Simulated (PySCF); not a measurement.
# C2H5FPSi: the cost of one run

Computed with PySCF 2.14.0 and routines of our own; the level stands in each step. Atoms count from 0.

## 1. The starting structure

10 atoms, charge 1, multiplicity 1; geometry from: GFN2-xTB.

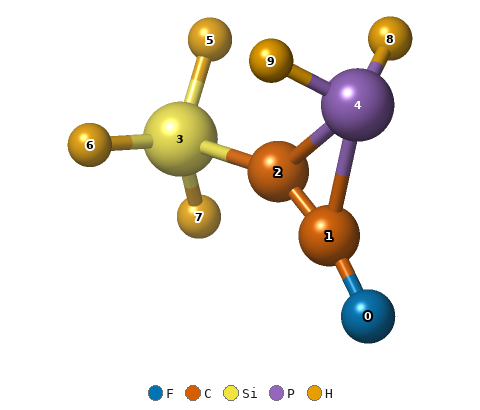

The starting geometry (fluorine blue, carbon orange, silicon yellow, phosphorus purple, hydrogen amber).

## 2. Magnetic properties: GIAO PBE/pcSseg-1

The job: settings as JSON, then the geometry in Å.

```
{"job": {"kind": "mag", "xc": "PBE", "basis": "pcSseg-1", "isotopologues": 2}, "charge": 1, "multiplicity": 1}
F     -1.622501    -2.348419    -0.292321
C     -1.029245    -1.236743    -0.138762
C     -0.142495    -0.343246    -0.037547
Si     1.749333     0.165360    -0.102463
P     -1.943160     0.500087     0.222184
H      1.784230     1.279007     0.839088
H      1.877846     0.543196    -1.504347
H      2.380506    -1.073505     0.326790
H     -1.459514     1.070342     1.394141
H     -1.586117     1.448576    -0.729292
```

Method: GIAO PBE/pcSseg-1 magnetisability, rotational g tensor and spin-rotation constants, non-relativistic, gas phase.

Run with:

```
OMP_NUM_THREADS=1 python excited_run.py task.json out
```

This one command runs all jobs of the session in turn.

**Question.** How long does this first job take on 1 thread of Arm Neoverse V2, shared host, and how much memory does it need?

About 14 s, with a peak of 0.42 GiB.
